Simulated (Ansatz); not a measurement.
Input

```
crystal:
  periodic: [false, false, false]
  atoms:
    - {symbol: C, position_ang: [0.185651, 0.952090, 0.469737]}
    - {symbol: F, position_ang: [-2.562011, 1.914162, 0.582466]}
    - {symbol: O, position_ang: [-2.347833, -0.612889, 0.511204]}
    - {symbol: Si, position_ang: [-1.497799, 0.918605, 1.263691]}
    - {symbol: H, position_ang: [0.786818, 0.081624, 0.774331]}
    - {symbol: H, position_ang: [0.046601, 0.967395, -0.624985]}
    - {symbol: H, position_ang: [0.704469, 1.870060, 0.791342]}
    - {symbol: H, position_ang: [-3.220223, -0.506667, 0.078743]}
    - {symbol: H, position_ang: [-2.212468, -1.541767, 0.780701]}
basis:
  gaussian:
    orbitals: def2-TZVPD
total_charge: 1
magnetization:
  spin_polarized: true
  initial_magnetization: 1
hamiltonian:
  xc: pbe0
output:
  forces: true
  orbitals: {seedname: orbitals}
```

Launched as:

```sh
ansatz run input.yaml --threads 2 --pin off --max-ram 4350MiB --events-out events.jsonl --progress --plain --runs-dir runs
```

Geometry: B3LYP-D3(BJ)/def2-SVP.

The calculation used isolated molecule in a Gaussian basis; Kohn-Sham density functional theory, functional PBE0 (Ansatz).

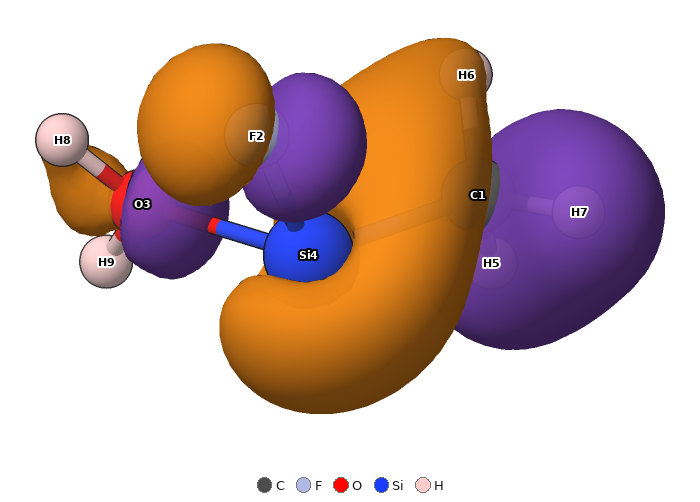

CH5FOSi (charge +1, doublet). The HOMO−1 (α) at ±0.1 Å⁻³ᐟ² (orange and purple are the two phases), seen from one side.

Where does this orbital lie, and at what energy?

By Hirshfeld shares it lies mainly on C1 (about 35 %), Si4 (about 25 %), F2 (about 15 %), H5 (about 10 %) and H7 (about 5 %). Its energy is −16.31 eV.
